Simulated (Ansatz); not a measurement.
# CH₄F₃GaO: how energies converge with the basis set

Aim: see how fast density functionals converge with the basis set for CH₄F₃GaO.

Program: Ansatz 0.2.0, Gaussian basis. Level of theory: one geometry, several basis sets. These are calculated values, not measurements.

The runs, in order: PBE0-D4/def2-SVP; ωB97M-V/def2-SVP; PBE0-D4/def2-QZVPP; ωB97M-V/def2-QZVPP; the functionals' def2-TZVPP values are taken from earlier runs.

### 1 The geometry

The geometry comes from an earlier relaxation with PBE0-D4 in a triple-zeta def2 set; it is a stationary point, not always the lowest conformer.

10 atoms, charge 0, spin multiplicity 1.

Atoms are counted from 1 here; the program's logs count them from 0.

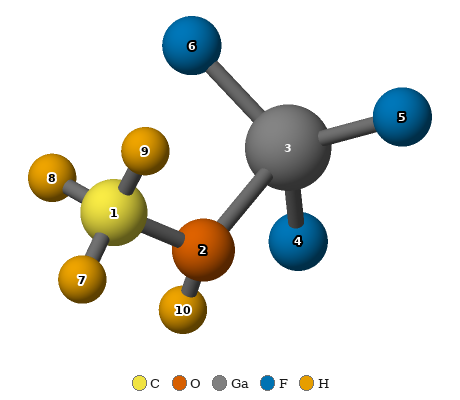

The geometry (carbon yellow, oxygen orange, gallium grey, fluorine blue, hydrogen amber); atoms are numbered from 1 in the order of the file.

As a file:

```xyz
10

C     0.5558   -0.8862    0.9946
O     0.5680   -0.3458   -0.3401
Ga   -0.6542    1.1733   -0.8500
F    -1.0035    0.4678   -2.4189
F     0.3429    2.5989   -0.7648
F    -1.8585    0.9813    0.4084
H     1.3218   -1.6571    1.0707
H    -0.4302   -1.2801    1.2392
H     0.7960   -0.0629    1.6625
H     0.4449   -1.0404   -0.9985
```

### 2 PBE0-D4 in def2-SVP

File in.yaml:

```yaml
crystal:
  periodic: [false, false, false]
  atoms:
    - {symbol: C, position_ang: [0.555823, -0.886245, 0.994623]}
    - {symbol: O, position_ang: [0.568045, -0.345795, -0.340147]}
    - {symbol: Ga, position_ang: [-0.654204, 1.173326, -0.850038]}
    - {symbol: F, position_ang: [-1.003544, 0.467791, -2.418949]}
    - {symbol: F, position_ang: [0.342950, 2.598944, -0.764802]}
    - {symbol: F, position_ang: [-1.858534, 0.981285, 0.408427]}
    - {symbol: H, position_ang: [1.321825, -1.657059, 1.070662]}
    - {symbol: H, position_ang: [-0.430210, -1.280051, 1.239198]}
    - {symbol: H, position_ang: [0.795964, -0.062936, 1.662536]}
    - {symbol: H, position_ang: [0.444887, -1.040361, -0.998508]}
basis:
  gaussian: {orbitals: def2-SVP}
hamiltonian: {xc: pbe0, dispersion: d4}
output: {orbitals: {seedname: orbitals}}
```

Run with:

```bash
$ ansatz run in.yaml --threads 4 --pin off --events-out ev --progress --plain --max-ram 11315MiB
```

The runs that follow: ωB97M-V in def2-SVP; PBE0-D4 in def2-QZVPP; ωB97M-V in def2-QZVPP.

Before running them: what should the planned runs give, taken together? Wanted: PBE0-D4: double and triple zeta above quadruple; ωB97M-V: double and triple zeta above quadruple.

As calculated:

| quantity | value |
| --- | --- |
| PBE0-D4: double and triple zeta above quadruple | 22.53, 1.86 eV |
| ωB97M-V: double and triple zeta above quadruple | 22.75, 1.78 eV |

In words: PBE0-D4 gains 20.67 eV from double to triple zeta, then 1.86 eV more. Total energies overstate the basis error of differences, where much of it tends to cancel. The LUMO of ωB97M-V is positive and keeps falling with the basis (1.37 to 0.54 eV): an unbound level that the basis holds in place.
